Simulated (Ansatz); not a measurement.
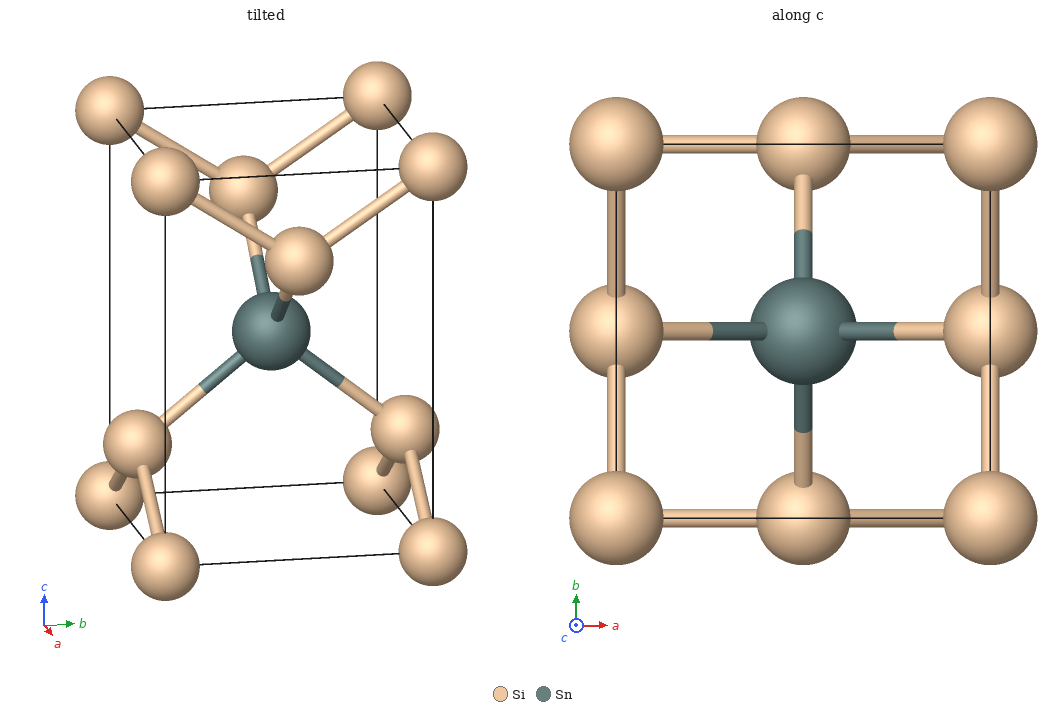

View slightly off an axis and along the c axis, drawn as a ball-and-stick model. Thin lines show the conventional unit cell, with boundary atoms drawn in all their periodic places.

Si3Sn, space group P-4m2 (No. 115), a = 4.038 Å, b = 4.038 Å, c = 5.898 Å, α = 90.00°, β = 90.00°, γ = 90.00°. Its origin is a structure type filled with these elements by a generator (whether the compound takes this form wasn't checked). The cell was then strained or its atoms displaced on purpose. Ansatz was used for an electronic-structure calculation on it.

This one geometry was computed with Ansatz (DFT, plane waves, PAW) at three levels of theory: PBE, r2SCAN and HSE06. It was relaxed with r2SCAN and then strained.

> Which level gives the highest pressure at this volume, and what does that say about its equilibrium volume?

Highest: PBE (-0.4 GPa), which points to the largest equilibrium volume. Lowest, with the smallest volume: r2SCAN (-1.9 GPa) and HSE06 (-2.1 GPa). Levels within 0.5 GPa of each other can't be told apart.

> How does the band gap change with the level of theory?

PBE: a gap of 0.15 eV, indirect; r2SCAN: a gap of 0.31 eV, indirect; HSE06: a gap of 0.67 eV, indirect.

> Collect the results in a table.

| level | cutoff (eV) | k-mesh of the run's cell | gap (eV) | pressure (GPa) |
| --- | --- | --- | --- | --- |
| PBE | 420 | 6×6×4 | 0.15 | -0.4 |
| r2SCAN | 500 | 6×6×4 | 0.31 | -1.9 |
| HSE06 | 420 | 4×4×4 | 0.67 | -2.1 |

Gaps are taken on the k-mesh or band path of each run.
